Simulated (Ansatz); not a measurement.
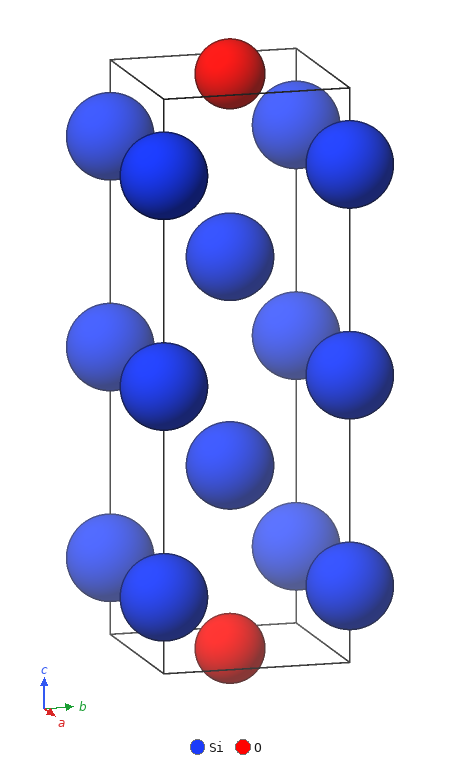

The image is a spheres-only drawing of a crystal, viewed slightly off an axis. Thin lines show the simulation cell, with boundary atoms drawn in all their periodic places.

The run was set up as follows:
```yaml
crystal:
  lattice:
    - [2.9755794162, 0.0, 0.0]
    - [0.0, 2.9755794162, 0.0]
    - [0.0, 0.0, 9.0436427388]
  atoms:
    - { symbol: Si, position: [0.5, 0.5, 0.3184393824] }
    - { symbol: Si, position: [0.5, 0.5, 0.6815606176] }
    - { symbol: Si, position: [0.0, 0.0, 0.1332110133] }
    - { symbol: Si, position: [0.0, 0.0, 0.8667889867] }
    - { symbol: Si, position: [0.0, 0.0, 0.5] }
    - { symbol: O, position: [0.5, 0.5, 0.0] }
basis:
  ecutwfc: 420
kpoints:
  mp_grid: { grid: [12, 12, 4] }
  band_path:
    path:
      - [[0.0, 0.0, 0.0], [0.0, 0.5, 0.0], [0.5, 0.5, 0.0], [0.0, 0.0, 0.0], [0.0, 0.0, 0.5], [0.0, 0.5, 0.5], [0.5, 0.5, 0.5], [0.0, 0.0, 0.5]]
      - [[0.0, 0.5, 0.0], [0.0, 0.5, 0.5]]
      - [[0.5, 0.5, 0.0], [0.5, 0.5, 0.5]]
    npoints: 14
hamiltonian:
  xc: pbe
scf:
  occupations: { method: gaussian, width: 0.1 }
  n_extra_bands: 15
output:
  forces: true
  stress: true
  eigenvalues: true
  populations: true
  dos: { projected: true, de: 0.02, nscf_kmesh: { grid: [15, 15, 5] } }
  bader: true
  write_density: true
  write_potential: true
  elf: true
  volumetric_format: npy
```
Run as:
```sh
ansatz run input.yaml --threads 1 --pin off --max-ram 2560MiB --backend cpu --events-out ev --progress --plain --runs-dir out
```

Level of theory and settings: DFT PBE, scalar-relativistic, plane waves, PAW (Ansatz 0.2.0), E_cut = 420 eV, k-grid 12×12×4, Gaussian smearing of 0.1 eV, no spin polarisation.

**List the Bader charges.**

Si -0.06 to +0.54 e; O -1.13 e.

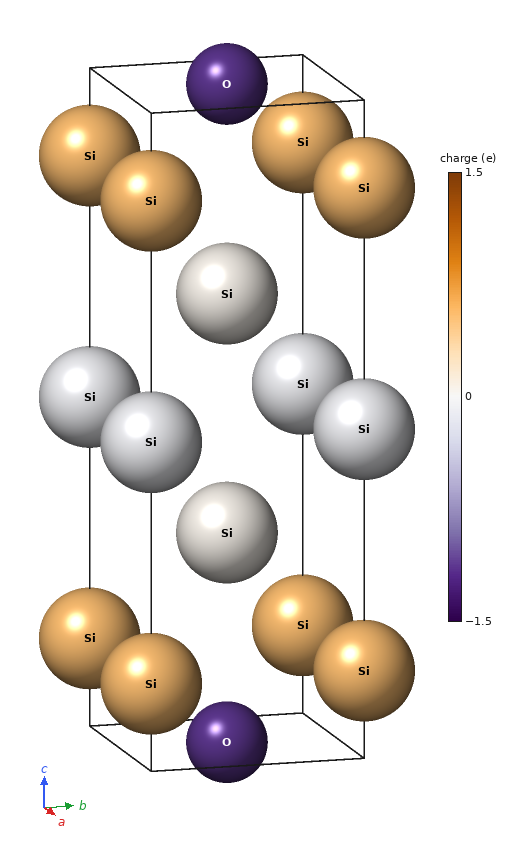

The atoms coloured by those charges.

Provenance: a structure type filled with these elements by a generator (whether the compound takes this form wasn't checked). Earlier steps of the study, as a rule a relaxation of our own, may have changed the cell and positions, so they can lie some per cent off the listed ones. It was the input of a calculation with Ansatz.
